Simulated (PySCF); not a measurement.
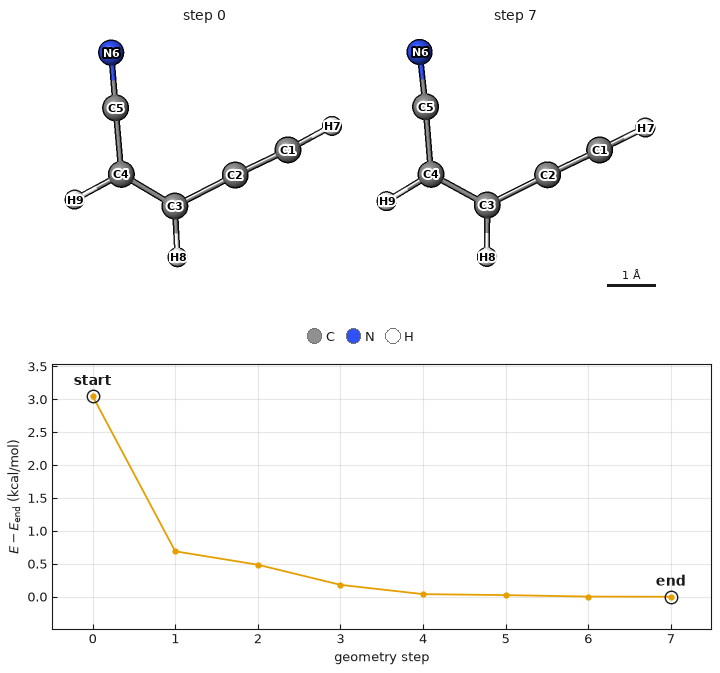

First and last geometry of a relaxation of C₅H₃N, with the history of the run. Style: ball-and-stick. Shown face on.

The start comes from GFN2-xTB. Its atoms were then displaced at random by about 0.01 Å.

All numbers below come from PBE0-D3(BJ)/def2-TZVP geometry optimisation, gas phase (PySCF). 

**What do the curves and the structures tell?**

It converged. H7 moves most after the best rigid fit: 0.060 Å. By element the largest moves are H 0.060 Å, N 0.056 Å, C 0.038 Å. Near-neighbour distances that change, for instance: C3–C4 1.302 → 1.342 Å, C4–H9 1.110 → 1.083 Å, C4–C5 1.395 → 1.417 Å, C1–C2 1.220 → 1.202 Å. Bond angles that change, for instance: C4–C3–H8 123.9° → 118.3°, C5–C4–H9 113.2° → 116.5°, C2–C3–H8 114.0° → 116.9°. After 7 geometry steps the energy has fallen by 3.05 kcal/mol. Cost: 3.1 min on 1 thread of Arm Neoverse N1 (shared host).
